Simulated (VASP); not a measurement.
Band structure of BN (space group F-43m). Level of theory: PBE GGA, VASP's PBE PAW potentials (set 64) (plane waves; VASP).

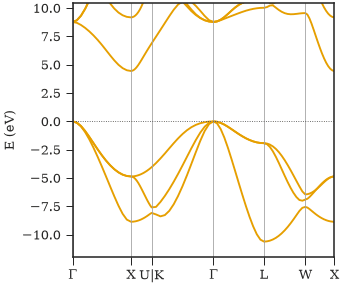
Figure. Bands along high-symmetry lines, zero at the valence-band maximum or, without a gap, the Fermi level

### Question
Read the plot: is there a gap, and where are the band edges?

### Answer
The gap is indirect, 4.45 eV, from the valence maximum at Γ to the conduction minimum at X. (Edges off the drawn lines would not show.)

The structure comes from a computed database's BN entry (F-43m); how it stands against other phases isn't given here. The cell was not relaxed at this level.
